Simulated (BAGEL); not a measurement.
# C2H3AlN (SMILES [CH3][Al][C]#N) at UHF/6-31G(d) (density fitting with qzvpp-jkfit, spherical functions)

Aim: the vertical doublet–quartet gap of C2H3AlN at UHF/6-31G* (density fitting with qzvpp-jkfit, spherical functions), from 2 runs. 

The calculation is run with BAGEL 1.2.2.

6 further runs of the same task are left out: 3 that didn't finish, 3 set aside as unsound or not needed. Runs told in other sessions of the task aren't counted.

## (1) The system as given

C2H3AlN: 7 atoms, total charge 0, spin state doublet. As SMILES, `[CH3][Al][C]#N`. The coordinates come from a PBE0-D4/def2-TZVP relaxation.

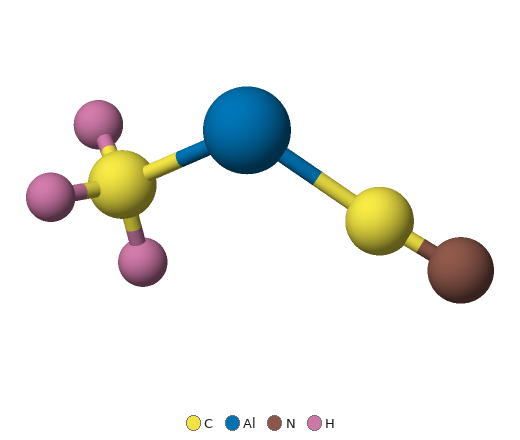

Viewed from a chosen angle; carbon yellow, aluminium blue, nitrogen brown, hydrogen pink.

## (2) The energy at UHF/6-31G(d) (density fitting with qzvpp-jkfit, spherical functions)

File hf.json:

```json
{ "bagel" : [

{
  "title" : "molecule",
  "basis" : "6-31gs.json",
  "df_basis" : "qzvpp-jkfit",
  "angstrom" : "true",
  "geometry" : [
    { "atom" : "C", "xyz" : [   -0.673300,    0.886300,   -0.395500 ] },
    { "atom" : "Al", "xyz" : [    0.922500,    0.335200,    0.590400 ] },
    { "atom" : "C", "xyz" : [    1.254700,   -1.588500,    0.707200 ] },
    { "atom" : "N", "xyz" : [    1.516400,   -2.708800,    0.817100 ] },
    { "atom" : "H", "xyz" : [   -0.404600,    1.537900,   -1.231600 ] },
    { "atom" : "H", "xyz" : [   -1.348300,    1.454900,    0.250400 ] },
    { "atom" : "H", "xyz" : [   -1.206400,    0.014900,   -0.783600 ] }
  ]
},
{ "title" : "uhf", "nopen" : 1 },
{ "title" : "print", "file" : "orbitals.molden", "orbitals" : "true" }

]}
```

The basis set 6-31G* is read from a file made from the Basis Set Exchange's data (not shown).

On the command line:

```console
$ BAGEL_NUM_THREADS=1 BAGEL hf.json > hf.out
```

What it wrote:

```text
* using 1 threads per process

  ===============================================================
  ===============================================================

  *** Geometry ***

  { "atom" : "C", "xyz" : [     -1.272353,      1.674864,     -0.747387 ] },
  { "atom" : "Al", "xyz" : [      1.743272,      0.633436,      1.115694 ] },
  { "atom" : "C", "xyz" : [      2.371039,     -3.001830,      1.336414 ] },
  { "atom" : "N", "xyz" : [      2.865581,     -5.118890,      1.544095 ] },
  { "atom" : "H", "xyz" : [     -0.764583,      2.906210,     -2.327387 ] },
  { "atom" : "H", "xyz" : [     -2.547918,      2.749363,      0.473187 ] },
  { "atom" : "H", "xyz" : [     -2.279766,      0.028157,     -1.480789 ] },

  Number of auxiliary basis functions:      409

  Since a DF basis is specified, we compute 2- and 3-index integrals:
    o Being stored without compression. Storage requirement is 0.014 GB

  Number of basis functions:       66
  Number of electrons      :       35

    * METHOD: MOLECULE                             0.15

  *** Open-shell HF ***

  === Nuclear Repulsion ===
   110.3068932683

      * DIIS with orbital gradients will be used.

  === UHF iteration (6-31gs.json) ===
      0       -373.59764821          0.04560195           0.07
      1       -373.71541636          0.03772774           0.07
      2       -373.73960052          0.03389819           0.08
      3       -373.81688269          0.00224571           0.08
      4       -373.81793617          0.00086115           0.07
      5       -373.81820535          0.00026199           0.07
      6       -373.81825705          0.00011673           0.07
      7       -373.81827622          0.00005933           0.07
      8       -373.81828527          0.00002043           0.07
      9       -373.81828796          0.00000957           0.08
     10       -373.81828905          0.00000692           0.07
     11       -373.81829004          0.00000417           0.07
     12       -373.81829075          0.00000367           0.08
     13       -373.81829170          0.00000318           0.07
     14       -373.81829282          0.00000259           0.08
     15       -373.81829426          0.00000161           0.08
     16       -373.81829496          0.00000092           0.07
     17       -373.81829533          0.00000068           0.07
     18       -373.81829558          0.00000048           0.07
     19       -373.81829586          0.00000038           0.07
     20       -373.81829610          0.00000031           0.08
     21       -373.81829631          0.00000028           0.07
     22       -373.81829644          0.00000028           0.07
     23       -373.81829649          0.00000027           0.07
     24       -373.81829649          0.00000027           0.07
     25       -373.81829649          0.00000027           0.07
     26       -373.81829645          0.00000028           0.08
     27       -373.81829656          0.00000025           0.07
     28       -373.81829671          0.00000017           0.07
     29       -373.81829674          0.00000012           0.07
     30       -373.81829674          0.00000006           0.07
     31       -373.81829674          0.00000003           0.07
     32       -373.81829674          0.00000002           0.07
     33       -373.81829674          0.00000001           0.07
    * SCF iteration converged.

    * S^2 (UHF) is 0.7550

    * Permanent dipole moment:
           (    0.376690,    -1.610169,     0.159383) a.u.

    * METHOD: UHF                                  2.65

    * METHOD: PRINT                                0.01

  ===============================================================
```

It took 3 s on 1 thread of Arm Neoverse V2, shared host; peak memory 0.084 GiB.

## (3) The quartet at the same level

File input.json:

```json
{ "bagel": [

{
  "title": "molecule",
  "basis": "6-31gs.json",
  "df_basis": "qzvpp-jkfit",
  "angstrom": true,
  "geometry": [
    { "atom": "C", "xyz": [      -0.673300,       0.886300,      -0.395500 ] },
    { "atom": "Al", "xyz": [       0.922500,       0.335200,       0.590400 ] },
    { "atom": "C", "xyz": [       1.254700,      -1.588500,       0.707200 ] },
    { "atom": "N", "xyz": [       1.516400,      -2.708800,       0.817100 ] },
    { "atom": "H", "xyz": [      -0.404600,       1.537900,      -1.231600 ] },
    { "atom": "H", "xyz": [      -1.348300,       1.454900,       0.250400 ] },
    { "atom": "H", "xyz": [      -1.206400,       0.014900,      -0.783600 ] }
  ]
},

{ "title": "uhf", "charge": 0, "nopen": 3 },

{ "title": "print", "file": "orbitals.molden", "orbitals": true }

]}
```

The basis set 6-31G* is read from a file made from the Basis Set Exchange's data (not shown).

On the command line:

```console
$ BAGEL_NUM_THREADS=1 BAGEL input.json > input.out
```

What it wrote:

```text
* using 1 threads per process

  ===============================================================
  ===============================================================

  *** Geometry ***

  { "atom" : "C", "xyz" : [     -1.272353,      1.674864,     -0.747387 ] },
  { "atom" : "Al", "xyz" : [      1.743272,      0.633436,      1.115694 ] },
  { "atom" : "C", "xyz" : [      2.371039,     -3.001830,      1.336414 ] },
  { "atom" : "N", "xyz" : [      2.865581,     -5.118890,      1.544095 ] },
  { "atom" : "H", "xyz" : [     -0.764583,      2.906210,     -2.327387 ] },
  { "atom" : "H", "xyz" : [     -2.547918,      2.749363,      0.473187 ] },
  { "atom" : "H", "xyz" : [     -2.279766,      0.028157,     -1.480789 ] },

  Number of auxiliary basis functions:      409

  Since a DF basis is specified, we compute 2- and 3-index integrals:
    o Being stored without compression. Storage requirement is 0.014 GB

  Number of basis functions:       66
  Number of electrons      :       35

    * METHOD: MOLECULE                             0.15

  *** Open-shell HF ***

  === Nuclear Repulsion ===
   110.3068932683

      * DIIS with orbital gradients will be used.

  === UHF iteration (6-31gs.json) ===
      0       -373.33757988          0.04198884           0.07
      1       -373.28963088          0.06022070           0.07
      2       -373.18817581          0.06788242           0.07
      3       -373.59754985          0.00399870           0.07
      4       -373.61270664          0.00430608           0.08
      5       -373.62205157          0.00419550           0.07
      6       -373.62691025          0.00413524           0.07
      7       -373.64619821          0.00216012           0.07
      8       -373.65020234          0.00130986           0.07
      9       -373.65120052          0.00031156           0.08
     10       -373.65128999          0.00028343           0.07
     11       -373.65129490          0.00029040           0.07
     12       -373.65133949          0.00006906           0.07
     13       -373.65135686          0.00004714           0.07
     14       -373.65138005          0.00003503           0.07
     15       -373.65141078          0.00002488           0.07
     16       -373.65142798          0.00002205           0.07
     17       -373.65144894          0.00001887           0.07
     18       -373.65146984          0.00001574           0.07
     19       -373.65148529          0.00001211           0.07
     20       -373.65149866          0.00000709           0.07
     21       -373.65150119          0.00000453           0.07
     22       -373.65150248          0.00000308           0.07
     23       -373.65150325          0.00000199           0.07
     24       -373.65150369          0.00000157           0.07
     25       -373.65150388          0.00000128           0.07
     26       -373.65150400          0.00000111           0.07
     27       -373.65150409          0.00000097           0.07
     28       -373.65150418          0.00000070           0.07
     29       -373.65150422          0.00000048           0.07
     30       -373.65150423          0.00000037           0.07
     31       -373.65150423          0.00000028           0.07
     32       -373.65150423          0.00000019           0.07
     33       -373.65150424          0.00000014           0.08
     34       -373.65150424          0.00000011           0.07
     35       -373.65150424          0.00000009           0.08
     36       -373.65150424          0.00000008           0.07
     37       -373.65150424          0.00000008           0.07
     38       -373.65150424          0.00000007           0.07
     39       -373.65150424          0.00000006           0.07
     40       -373.65150424          0.00000005           0.07
     41       -373.65150424          0.00000004           0.07
     42       -373.65150424          0.00000003           0.07
     43       -373.65150424          0.00000002           0.08
     44       -373.65150424          0.00000001           0.07
     45       -373.65150424          0.00000001           0.07
     46       -373.65150424          0.00000001           0.07
    * SCF iteration converged.

    * S^2 (UHF) is 3.7966

    * Permanent dipole moment:
           (    1.935676,    -2.213286,     1.118638) a.u.

    * METHOD: UHF                                  3.57

    * METHOD: PRINT                                0.01

  ===============================================================
```

Run time: 3.9 s. Hardware: 1 thread of Arm Neoverse V2, shared host; peak memory 0.084 GiB.

## (4) Results

Level: UHF/6-31G* (density fitting with qzvpp-jkfit, spherical functions).

```
                                        quantity          value
                           doublet: total energy  -373.81830 Eh
                          doublet: dipole moment         4.22 D
                                   doublet: ⟨S²⟩          0.755
                           quartet: total energy  -373.65150 Eh
                          quartet: dipole moment         8.00 D
                                   quartet: ⟨S²⟩          3.797
vertical energy of the quartet above the doublet       4.539 eV
```

What this shows: At this shape the quartet lies 4.54 eV (438 kJ/mol) above the doublet.
